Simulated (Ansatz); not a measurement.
```xyz
11

C    -0.9464   -1.1209    1.9937
S     0.7641   -1.6719    1.7785
Ge    1.6387   -0.6796   -0.0088
S    -0.1221    0.5289   -0.6259
C     0.5538    1.3568   -2.0923
H    -0.9875   -0.0436    2.1512
H    -1.3382   -1.6310    2.8738
H    -1.5489   -1.3838    1.1247
H     1.5898    1.0642   -2.2713
H    -0.0473    1.0887   -2.9605
H     0.5091    2.4351   -1.9425
```

Geometry: PBE0-D4/def2-TZVP.

All numbers below come from Ansatz, RKS PBE0-D4/def2-TZVPP.

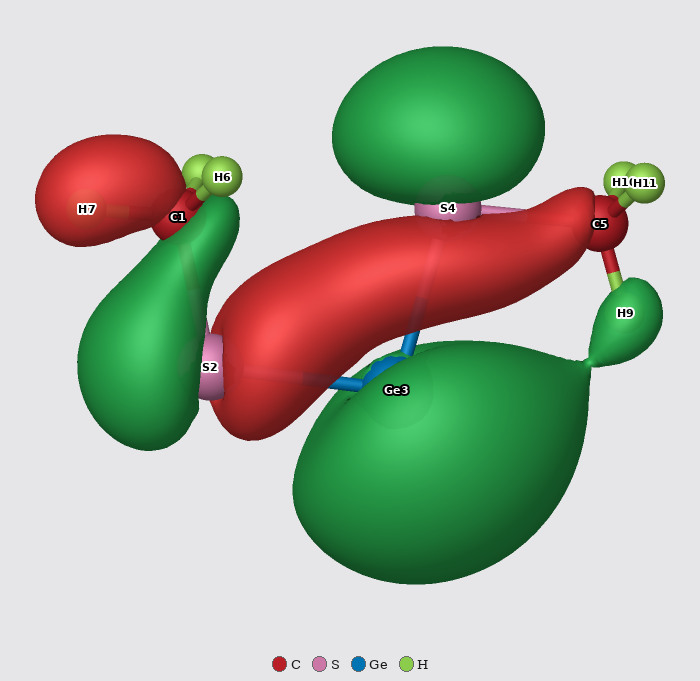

C₂H₆GeS₂ (SMILES C[S][Ge][S]C). The HOMO at ±0.06 Å⁻³ᐟ² (green and red are the two phases), seen across its widest extent.

> Where does this orbital lie, and at what energy?

It lies mainly on Ge3 (about 55 %), S4 (about 25 %) and S2 (about 15 %). Its energy is −6.87 eV.
